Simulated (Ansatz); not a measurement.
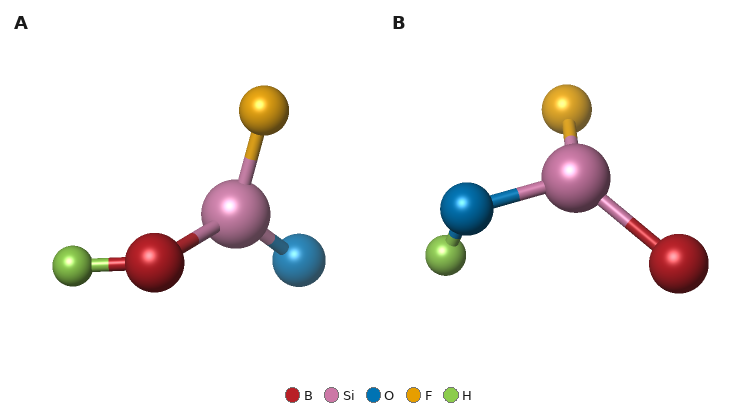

2 stationary structures of one formula. State: charge −1, singlet. Geometries: PBE0-D4/def2-TZVPD. Electronic energies: RHF-CCSD(T) (frozen core)/def2-TZVPPD (Ansatz 0.2.0), without zero-point energy. No frequency run is at hand to confirm each as a minimum.

**Rank them by energy, lowest first.**

A is lowest (C1); B lies 1.739 eV above it (C1).
